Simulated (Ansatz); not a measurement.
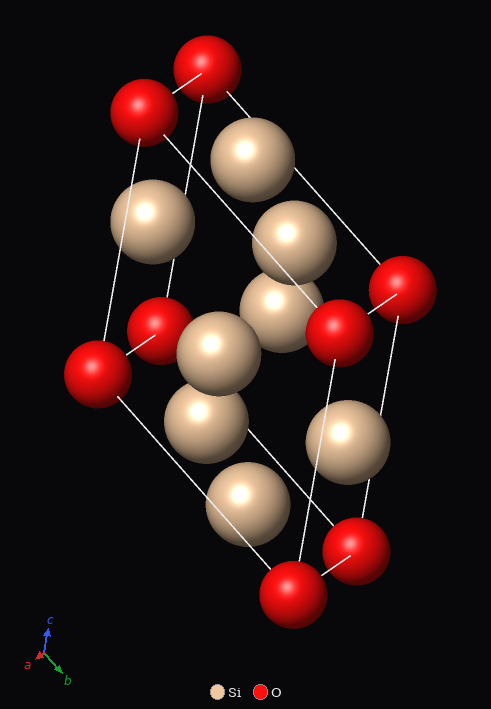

The image is a spheres-only drawing of a crystal, viewed slightly off an axis. The simulation cell is outlined; an atom on or near a face, edge or corner is repeated at each equivalent position.

Full input:
```yaml
crystal:
  lattice:
    - [-2.0013763458, 2.0013763458, 4.7167466419]
    - [2.0013763458, -2.0013763458, 4.7167466419]
    - [2.0013763458, 2.0013763458, -4.7167466419]
  atoms:
    - { symbol: Si, position: [0.6573449004, 0.6573449004, 0.0] }
    - { symbol: Si, position: [0.5, 0.0, 0.5] }
    - { symbol: Si, position: [0.0, 0.5, 0.5] }
    - { symbol: Si, position: [0.3426550996, 0.3426550996, 0.0] }
    - { symbol: O, position: [0.0, 0.0, 0.0] }
basis:
  ecutwfc: 420
kpoints:
  mp_grid: { grid: [14, 14, 14] }
  band_path:
    path:
      - [[0.0, 0.0, 0.0], [0.0, 0.0, 0.5], [0.25, 0.25, 0.25], [0.0, 0.5, 0.0], [0.0, 0.0, 0.0], [0.5, 0.5, -0.5], [0.29501035, 0.70498965, -0.29501035]]
      - [[-0.29501035, 0.29501035, 0.29501035], [0.0, 0.0, 0.0]]
      - [[0.0, 0.0, 0.5], [-0.09002071, 0.09002071, 0.5]]
      - [[0.5, 0.5, -0.09002071], [0.5, 0.5, -0.5]]
    npoints: 14
hamiltonian:
  xc: pbe
scf:
  occupations: { method: gaussian, width: 0.1 }
  n_extra_bands: 12
output:
  forces: true
  stress: true
  eigenvalues: true
  populations: true
  dos: { projected: true, de: 0.02, nscf_kmesh: { grid: [17, 17, 17] } }
  bader: true
  write_density: true
  write_potential: true
  elf: true
  volumetric_format: npy
```
Run as:
```sh
ansatz run input.yaml --threads 1 --pin off --max-ram 2560MiB --backend cpu --events-out ev --progress --plain --runs-dir out
```

Theory: Ansatz 0.2.0, DFT PBE, scalar-relativistic, plane waves, PAW. Numerical settings: plane waves up to 420 eV, 14×14×14 k-mesh, Gaussian smearing of 0.1 eV, no spin polarisation.

Question: What are the atomic charges by Bader's partition?

Answer: Si +0.05 to +0.76 e; O -1.62 e.

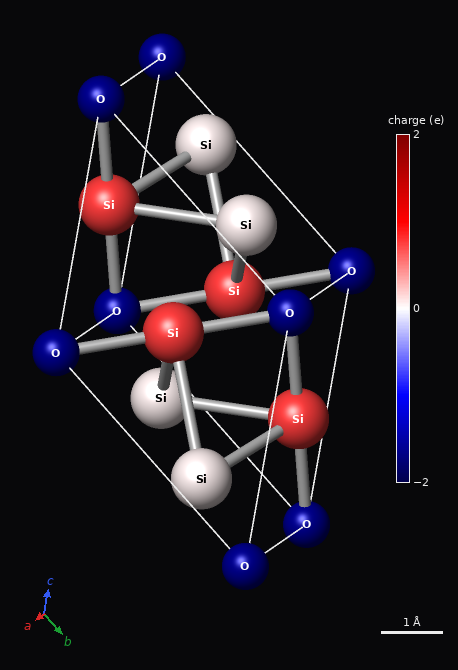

The atoms coloured by those charges.

The cell started as a structure type filled with these elements by a generator (whether the compound takes this form wasn't checked). Earlier steps of the study, as a rule a relaxation of our own, may have changed the cell and positions, so they can lie some per cent off the listed ones. It was run through Ansatz as a DFT input.
